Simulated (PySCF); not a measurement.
# CH₇B₂ClSi: electronic excitations and core binding energies

Aim: predict the electronic excitations and core binding energies of CH₇B₂ClSi (`BBC[SiH2]Cl`).

The runs use PySCF 2.14.0, with density-fitted response routines of our own; the level of theory stands in each step. All values are computed, except where a source is named. Atoms count from 0, in the outputs and in this text.

## 1. Starting geometry

12 atoms, charge 0, multiplicity 1; geometry from: GFN2-xTB.

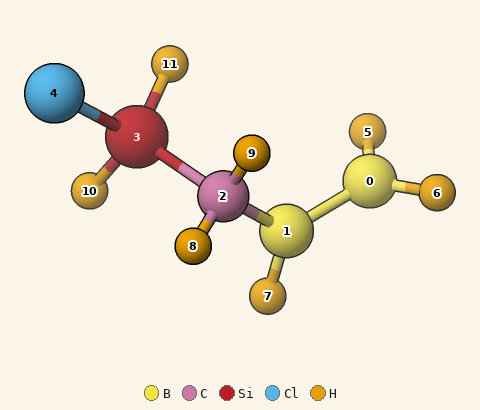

As it starts; boron yellow, carbon pink, silicon red, chlorine blue, hydrogen amber, atoms numbered.

## 2. TDDFT and polarisability: CAM-B3LYP/def2-SVPD

What the job is given:

```
{"job": {"kind": "uv", "xc": "CAM-B3LYP", "basis": "def2-SVPD", "nstates": 8, "ntriplets": 3}, "charge": 0, "multiplicity": 1}
B     -2.189144     0.104251     0.392700
B     -0.960981    -0.551181    -0.443561
C      0.338456     0.226923    -0.857732
Si     1.642757    -0.017726     0.508642
Cl     3.326182     0.966887    -0.036717
H     -2.193512     0.142203     1.566970
H     -3.155800     0.541804    -0.109710
H     -0.970851    -1.692431    -0.740860
H      0.770741    -0.144825    -1.788573
H      0.186306     1.300926    -0.978782
H      2.005164    -1.425119     0.677842
H      1.201879     0.547601     1.783755
```

Level: TDDFT CAM-B3LYP/def2-SVPD, vertical, gas phase, core orbitals frozen in the response.

The run is started by

```sh
> OMP_NUM_THREADS=1 python probes_run.py task.json out
```

The driver reads the jobs from task.json and runs them one after another.

Output:

```text
coarse grid: 10848 points
cycle   1  E = -841.2287743696  dE =  2.405e-01  |g| = 3.361e-01  |ddm| = 4.421e+00
cycle   2  E = -841.2463590048  dE = -1.758e-02  |g| = 2.576e-01  |ddm| = 1.054e+00
cycle   3  E = -841.2644355512  dE = -1.808e-02  |g| = 2.865e-02  |ddm| = 4.011e-01
cycle   4  E = -841.2646878144  dE = -2.523e-04  |g| = 1.222e-02  |ddm| = 8.418e-02
cycle   5  E = -841.2647315212  dE = -4.371e-05  |g| = 2.436e-03  |ddm| = 2.082e-02
cycle   6  E = -841.2647333800  dE = -1.859e-06  |g| = 4.222e-04  |ddm| = 5.618e-03
final grid: 94904 points
cycle   7  E = -841.3671315593  dE = -1.691e-05  |g| = 2.485e-03  |ddm| = 4.459e-02
cycle   8  E = -841.3671318100  dE = -2.507e-07  |g| = 2.353e-03  |ddm| = 7.107e-03
cycle   9  E = -841.3671332430  dE = -1.433e-06  |g| = 1.515e-04  |ddm| = 2.821e-03
cycle  10  E = -841.3671332503  dE = -7.260e-09  |g| = 6.587e-05  |ddm| = 3.794e-04
cycle  11  E = -841.3671332517  dE = -1.430e-09  |g| = 1.115e-05  |ddm| = 1.502e-04
cycle  12  E = -841.3671332518  dE = -6.867e-11  |g| = 4.104e-06  |ddm| = 3.148e-05
converged SCF energy = -841.3671332518

Static polarisability (au): isotropic 80.074, principal 69.037 71.409 99.775

Singlet excitations
state   eV       nm        f      main configurations
  1   4.9110    252.5   0.00428   H->L 0.77, H-1->L 0.15
  2   5.2892    234.4   0.00232   H->L+1 0.81, H-1->L+1 0.13
  3   6.0630    204.5   0.02714   H-4->L 0.43, H-1->L 0.14, H-3->L+1 0.13
  4   6.1919    200.2   0.02611   H-1->L+1 0.37, H-4->L 0.16, H-3->L 0.16
  5   6.7845    182.7   0.05156   H-1->L 0.50, H-3->L 0.17, H-1->L+1 0.12
  6   7.0066    177.0   0.00971   H-2->L+1 0.64, H-2->L 0.18
  7   7.0853    175.0   0.08035   H-3->L+1 0.50, H-1->L+1 0.13, H-3->L 0.09
  8   7.5573    164.1   0.00014   H-2->L 0.61, H-2->L+1 0.18

Triplet excitations (Tamm-Dancoff, eV): 4.1695 4.6195 5.3883
```

Wall time 44 s (1 thread of Arm Neoverse N1, shared host); peak memory 0.73 GiB.

The orbitals next to the gap, with their largest atomic shares:

```tsv
orbital	eV	atoms
HOMO−3	-11.28	B1 22 %, C2 22 %, B0 12 %
HOMO−2	-10.36	Cl4 58 %, Si3 18 %, H11 11 %
HOMO−1	-10.20	Cl4 33 %, C2 17 %, B1 14 %
HOMO	-9.81	B1 25 %, B0 24 %, C2 16 %
LUMO	-0.73	B0 46 %, B1 19 %, H5 10 %
LUMO+1	-0.43	B1 36 %, B0 16 %, C2 14 %
LUMO+2	1.13	B1 31 %, B0 29 %, Si3 8 %
```

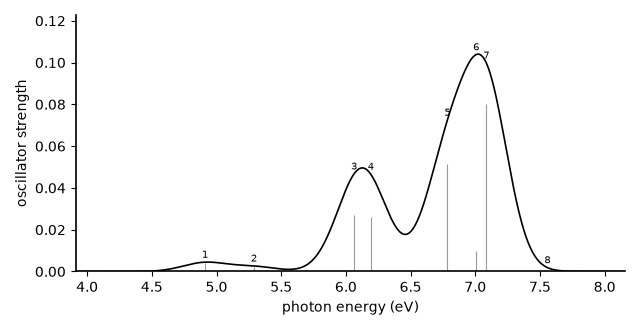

Absorption spectrum from the 8 singlet states computed; above the last one it falls off for lack of states. Lines are broadened to a width of 0.40 eV (Gaussian).

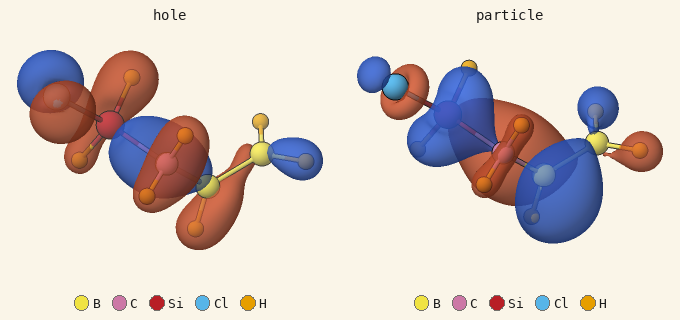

Leading natural transition orbitals of singlet state 7: the electron leaves the hole (left) for the particle orbital (right).

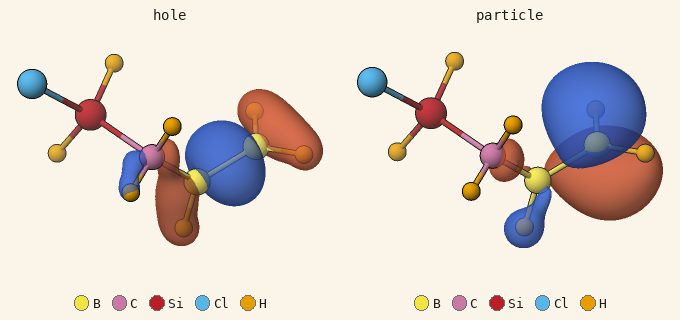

Leading natural transition orbitals of singlet state 1: the electron leaves the hole (left) for the particle orbital (right).

Ground-state properties from the same run:

```tsv
property	computed
dipole moment (D)	1.05
polarisability (Å³)	11.87
HOMO–LUMO gap (eV)	9.07
−ε(HOMO) (eV)	9.81
```

The fields below are evaluated on a grid from the run's orbitals.

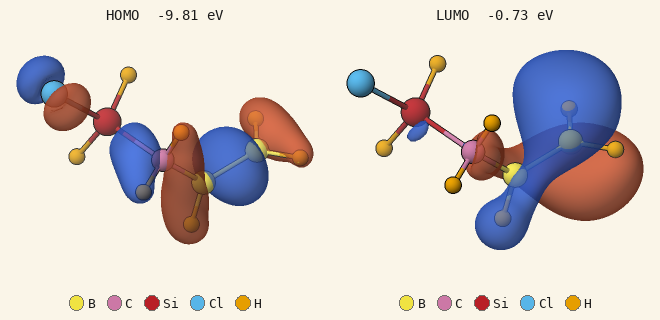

Frontier orbitals at CAM-B3LYP/def2-SVPD; each surface holds 70 % of the orbital's density, blue and red mark the sign.

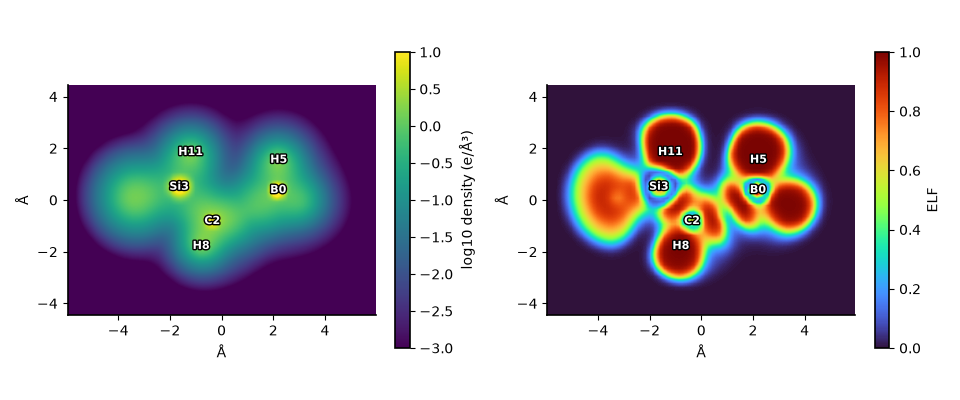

Density (left) and ELF (right) in a plane through or near 6 of the atoms.

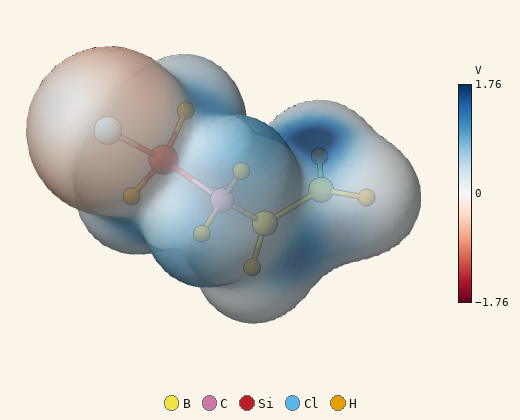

The potential that a unit positive charge feels on the 0.002 e/bohr³ surface, from -0.47 V near Cl4 to 1.76 V near B0.

## 3. X-ray photoelectron lines: SCAN, X2C

Same as in step 2 but for these lines:

```diff
@@ -1,2 +1,2 @@
-{"job": {"kind": "uv", "xc": "CAM-B3LYP", "basis": "def2-SVPD", "nstates": 8, "ntriplets": 3}, "charge": 0, "multiplicity": 1}
+{"job": {"kind": "xps"}, "charge": 0, "multiplicity": 1}
 B     -2.189144     0.104251     0.392700
```

Level: delta-SCF UKS SCAN, pcX-2 on the ionised atom, pcseg-1 elsewhere, spin-free X2C.

Output:

```text
ground state, core basis on atom 0 (B), 144 functions
  cycle   1  E = -843.43809926  |g| = 4.40e-01
  cycle   2  E = -843.40862783  |g| = 5.36e-01
  cycle   3  E = -843.49488121  |g| = 6.95e-02
  cycle   4  E = -843.49640609  |g| = 2.18e-02
  cycle   5  E = -843.49654209  |g| = 6.79e-03
  cycle   6  E = -843.49655821  |g| = 1.81e-03
  cycle   7  E = -843.49655864  |g| = 4.23e-04
  E(ground) = -843.53806824 Eh
hole in B 1s of atom 0
  cycle   1  E = -835.89601462  |g| = 1.14e+00
  cycle   2  E = -833.59631084  |g| = 1.95e+00
  cycle   3  E = -836.08481263  |g| = 5.09e-01
  cycle   4  E = -836.24477213  |g| = 2.86e-01
  cycle   5  E = -836.29563221  |g| = 1.15e-01
  cycle   6  E = -836.27092681  |g| = 2.06e-01
  cycle   7  E = -836.30205931  |g| = 9.66e-02
  cycle   8  E = -836.30723356  |g| = 6.56e-02
  cycle   9  E = -836.30962727  |g| = 4.09e-02
  cycle  10  E = -836.31125228  |g| = 9.43e-03
  cycle  11  E = -836.31131630  |g| = 3.47e-03
  cycle  12  E = -836.31132289  |g| = 2.96e-03
  cycle  13  E = -836.31132534  |g| = 1.93e-03
  cycle  14  E = -836.31132925  |g| = 4.42e-04
  E(ion) = -836.35201927 Eh   <S^2> = 1.0532   hole on atom = 1.000   binding energy = 195.542 eV
ground state, core basis on atom 1 (B), 144 functions
  cycle   1  E = -843.49719401  |g| = 4.71e-02
  cycle   2  E = -843.49716469  |g| = 2.20e-02
  cycle   3  E = -843.49724820  |g| = 1.40e-02
  cycle   4  E = -843.49731220  |g| = 1.86e-03
  cycle   5  E = -843.49731480  |g| = 4.44e-04
  E(ground) = -843.53890387 Eh
hole in B 1s of atom 1
  cycle   1  E = -835.89653413  |g| = 1.16e+00
  cycle   2  E = -833.58389443  |g| = 2.01e+00
  cycle   3  E = -836.10819150  |g| = 5.14e-01
  cycle   4  E = -836.30352585  |g| = 1.46e-01
  cycle   5  E = -836.31372790  |g| = 7.25e-02
  cycle   6  E = -836.31660522  |g| = 3.20e-02
  cycle   7  E = -836.31723926  |g| = 1.28e-02
  cycle   8  E = -836.31737932  |g| = 5.26e-03
  cycle   9  E = -836.31741989  |g| = 3.04e-03
  cycle  10  E = -836.31744007  |g| = 1.19e-03
  cycle  11  E = -836.31744061  |g| = 4.32e-04
  E(ion) = -836.35832683 Eh   <S^2> = 0.8287   hole on atom = 1.000   binding energy = 195.393 eV
ground state, core basis on atom 2 (C), 144 functions
  cycle   1  E = -843.50558926  |g| = 5.73e-02
  cycle   2  E = -843.50553873  |g| = 2.05e-02
  cycle   3  E = -843.50552048  |g| = 2.21e-02
  cycle   4  E = -843.50565979  |g| = 2.21e-03
  cycle   5  E = -843.50566008  |g| = 2.55e-04
  E(ground) = -843.54603841 Eh
hole in C 1s of atom 2
  cycle   1  E = -832.26297745  |g| = 1.51e+00
  cycle   2  E = -831.52327770  |g| = 1.84e+00
  cycle   3  E = -832.78847333  |g| = 3.42e-01
  cycle   4  E = -832.83464860  |g| = 1.21e-01
  cycle   5  E = -832.84275377  |g| = 4.53e-02
  cycle   6  E = -832.84394389  |g| = 7.06e-03
  cycle   7  E = -832.84397733  |g| = 3.11e-03
  cycle   8  E = -832.84398419  |g| = 9.46e-04
  cycle   9  E = -832.84398514  |g| = 5.67e-04
  cycle  10  E = -832.84398597  |g| = 1.35e-04
  E(ion) = -832.88265917 Eh   <S^2> = 0.7678   hole on atom = 1.000   binding energy = 290.165 eV
ground state, core basis on atom 3 (Si), 155 functions
  cycle   1  E = -843.60264087  |g| = 2.88e-01
  cycle   2  E = -843.60258100  |g| = 4.70e-02
  cycle   3  E = -843.60235903  |g| = 4.77e-02
  cycle   4  E = -843.60289705  |g| = 9.19e-03
  cycle   5  E = -843.60292194  |g| = 1.36e-03
  cycle   6  E = -843.60292268  |g| = 1.55e-04
  E(ground) = -843.60214858 Eh
hole in Si 1s of atom 3
  cycle   1  E = -774.63715864  |g| = 4.35e+00
  cycle   2  E = -773.31406792  |g| = 2.51e+00
  cycle   3  E = -769.12336537  |g| = 2.22e+00
  cycle   4  E = -774.04818732  |g| = 1.14e+00
  cycle   5  E = -775.64844919  |g| = 2.75e-01
  cycle   6  E = -775.68417937  |g| = 1.33e-01
  cycle   7  E = -775.69524622  |g| = 7.80e-02
  cycle   8  E = -775.69913918  |g| = 3.18e-02
  cycle   9  E = -775.69973825  |g| = 8.04e-03
  cycle  10  E = -775.69977754  |g| = 2.09e-03
  cycle  11  E = -775.69978006  |g| = 8.30e-04
  cycle  12  E = -775.69978049  |g| = 1.46e-04
  E(ion) = -775.70462477 Eh   <S^2> = 0.7523   hole on atom = 1.000   binding energy = 1847.586 eV
hole in Si 2p of atom 3
  cycle   1  E = -839.29573640  |g| = 1.24e+00
  cycle   2  E = -838.88962389  |g| = 1.30e+00
  cycle   3  E = -839.53805435  |g| = 3.61e-01
  cycle   4  E = -839.61915203  |g| = 9.76e-02
  cycle   5  E = -839.62419829  |g| = 3.37e-02
  cycle   6  E = -839.62502023  |g| = 6.96e-03
  cycle   7  E = -839.62504559  |g| = 2.65e-03
  cycle   8  E = -839.62505043  |g| = 6.18e-04
  cycle   9  E = -839.62504999  |g| = 1.88e-04
  E(ion) = -839.63337947 Eh   <S^2> = 0.7517   hole on atom = 1.003   binding energy = 107.996 eV
  2p3/2 = 107.732 eV   2p1/2 = 108.359 eV
ground state, core basis on atom 4 (Cl), 155 functions
  cycle   1  E = -843.69098454  |g| = 4.85e-01
  cycle   2  E = -843.69104840  |g| = 4.91e-02
  cycle   3  E = -843.69090131  |g| = 4.53e-02
  cycle   4  E = -843.69143243  |g| = 8.75e-03
  cycle   5  E = -843.69144816  |g| = 1.98e-03
  cycle   6  E = -843.69144983  |g| = 3.02e-04
  E(ground) = -843.71530003 Eh
hole in Cl 1s of atom 4
  cycle   1  E = -738.49159164  |g| = 5.47e+00
  cycle   2  E = -737.63828625  |g| = 2.46e+00
  cycle   3  E = -729.77877543  |g| = 2.58e+00
  cycle   4  E = -739.65845317  |g| = 3.36e-01
  cycle   5  E = -739.70928247  |g| = 1.91e-01
  cycle   6  E = -739.73199415  |g| = 7.52e-02
  cycle   7  E = -739.73485982  |g| = 2.46e-02
  cycle   8  E = -739.73518195  |g| = 9.81e-03
  cycle   9  E = -739.73523269  |g| = 2.24e-03
  cycle  10  E = -739.73523554  |g| = 6.17e-04
  cycle  11  E = -739.73523519  |g| = 1.70e-04
  E(ion) = -739.76688930 Eh   <S^2> = 0.7519   hole on atom = 1.000   binding energy = 2828.580 eV
hole in Cl 2p of atom 4
  cycle   1  E = -835.62772012  |g| = 1.71e+00
  cycle   2  E = -834.57536326  |g| = 1.68e+00
  cycle   3  E = -835.79356306  |g| = 6.07e-01
  cycle   4  E = -836.07981100  |g| = 1.42e-01
  cycle   5  E = -836.08851078  |g| = 8.14e-02
  cycle   6  E = -836.09193048  |g| = 1.74e-02
  cycle   7  E = -836.09206098  |g| = 7.30e-03
  cycle   8  E = -836.09208991  |g| = 2.46e-03
  cycle   9  E = -836.09209455  |g| = 3.80e-04
  E(ion) = -836.12372136 Eh   <S^2> = 0.7516   hole on atom = 1.001   binding energy = 206.577 eV
  2p3/2 = 205.992 eV   2p1/2 = 207.646 eV
```

Run time: 2 min. Hardware: 1 thread of Arm Neoverse N1, shared host; peak memory 0.62 GiB.

The holes in one table. −ε is the ground-state orbital energy:

```tsv
hole	stands for	environment	ΔSCF (eV; 2p as the shell's mean)	−ε (eV)	⟨S²⟩
B1s on B0	B0	boron bonded to B, 2 H	195.54 (doubtful)	179.9	1.053
B1s on B1	B1	boron bonded to C, B, H	195.39	179.9	0.829
C1s on C2	C2	sp3 CH2 bonded to B and Si	290.17	273.6	0.768
Si1s on Si3	Si3	silicon bonded to C, Cl, 2 H	1847.59	1794.5	0.752
Si2p on Si3	Si3	silicon bonded to C, Cl, 2 H	107.94	97.2	0.752
Cl1s on Cl4	Cl4	chlorine bonded to Si	2828.58	2763.6	0.752
Cl2p on Cl4	Cl4	chlorine bonded to Si	206.54	193.4	0.752
```

Doubtful: the ion did not converge, its hole moved, or its ⟨S²⟩ is well above 0.75.

With the spin-orbit splitting: Si3 2p3/2 107.73, 2p1/2 108.36 eV; Cl4 2p3/2 205.99, 2p1/2 207.65 eV. The table gives each 2p level as the mean over the whole 2p shell (two parts 2p3/2, one part 2p1/2), which differs a little from the single hole in the log.

## 4. What came out

| quantity | value |
| --- | --- |
| lowest singlet (CAM-B3LYP/def2-SVPD) | 4.91 eV (252 nm), f = 0.004 |
| brightest single state of those computed | state 7, 7.09 eV, f = 0.080 |
| lowest triplet | 4.17 eV |
| surface potential, least and greatest | -0.47 V and 1.76 V |
| B1s binding energies, SCAN/pcX-2 (standing for 1 of 2 atoms) | B1 195.39 eV |
| C1s binding energies, SCAN/pcX-2 | C2 290.17 eV |
| Si1s binding energies, SCAN/pcX-2 | Si3 1847.59 eV |
| Si2p binding energies, SCAN/pcX-2 | Si3 107.94 eV |
| Cl1s binding energies, SCAN/pcX-2 | Cl4 2828.58 eV |
| Cl2p binding energies, SCAN/pcX-2 | Cl4 206.54 eV |

The lowest singlet, at 4.91 eV, is HOMO→LUMO 0.77, HOMO−1→LUMO 0.15 and is weak; of the 8 states computed, the strongest absorption comes from state 7 at 7.09 eV. The lowest triplet lies 0.74 eV below the lowest singlet (triplets in Tamm-Dancoff, singlets in full TDDFT). At CAM-B3LYP/def2-SVPD, counted by nearest atom on the grid, the HOMO lies on B0, B1 about 22 % each; C2 12 %, the LUMO on B0 42 %; H5, H6 about 15 % each.
